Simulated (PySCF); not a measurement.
Consider C7H11O (SMILES C=C=C[C@H]([O])CCC) (doublet).

```xyz
19

C    -3.1014    0.4557    0.7730
C    -2.1268   -0.3748    0.5854
C    -1.1305   -1.1841    0.3903
C    -0.0602   -1.0047   -0.6759
O     0.9685   -1.8252   -0.5763
C     0.3714    0.4981   -0.8124
C     1.1003    0.9245    0.4591
C     2.3527    0.0968    0.6717
H    -3.0155    1.2875    1.4546
H    -4.0504    0.3437    0.2731
H    -1.0101   -2.0719    0.9958
H    -0.5632   -1.2033   -1.6540
H    -0.5165    1.1068   -0.9807
H     1.0420    0.5819   -1.6684
H     0.4265    0.8184    1.3116
H     1.3590    1.9836    0.3611
H     3.1589    0.4114    0.0139
H     2.6921    0.1125    1.7031
H     2.0935   -0.9477    0.3977
```

Geometry: GFN2-xTB.

The calculation used UKS B3LYP, pcH-1 on C H O, non-relativistic, mean-field spin-orbit, GIAO in PySCF.

Question: What will maps of the electron density, electron localisation function and spin density show?

Answer: C–C (1.29 Å): ρ is about 2.2 e/Å³ halfway; the ELF peaks at about 0.90 between the atoms (a multiple bond).
C–O (1.32 Å): the density is about 2.4 e/Å³ at the midpoint; the ELF peaks at about 0.85 between the atoms; a polar covalent bond.
C–H (1.08 Å): ρ at the midpoint is about 1.8 e/Å³; the ELF climbs to about 1 towards the hydrogen, as it does in any bond to H (an ordinary covalent bond to hydrogen).
The unpaired spin (1 electron) lies mostly on O5 (about 0.7) and H12 (about 0.1), in electrons by Hirshfeld's partition.

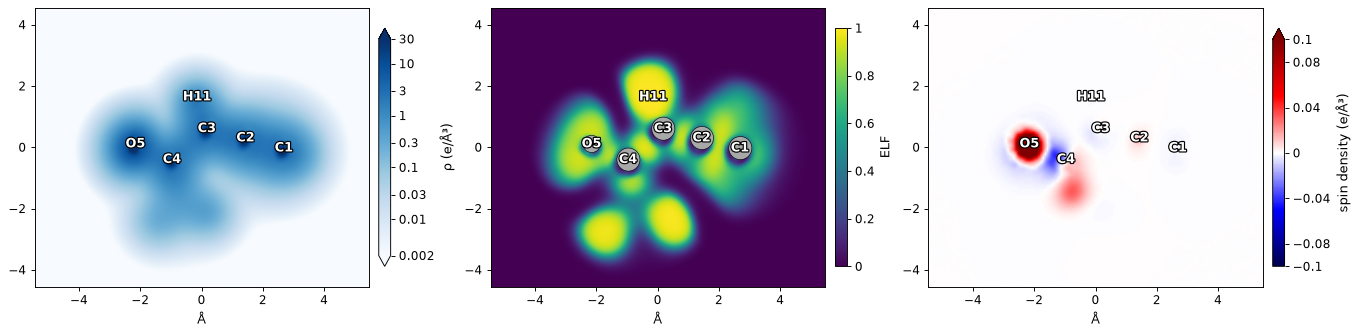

Computed electron density, electron localisation function and spin density on the plane of atoms C2, C3 and H11, in this order. Grey discs cover the atomic cores in the ELF map. 
